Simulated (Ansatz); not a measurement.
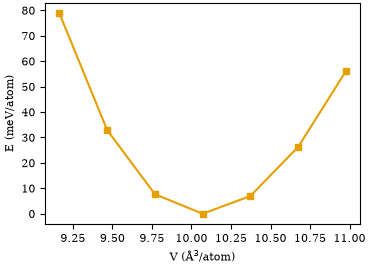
Figure. SiNi3 (Cu3Au type, Pm-3m) under volume change, the program Ansatz at the LDA level (PAW), scaled uniformly.

### Question
What does a third-order Birch–Murnaghan fit give for V₀, B₀ and B′?

### Answer
V₀ = 10.07 Å³/atom, B₀ = 259 GPa, B′ = 4.7.

Symmetry was held in the LDA relaxation; of distortions, only those at the zone centre were tested. No spin polarisation was allowed.

Potentials: the later of the program's two PAW sets.
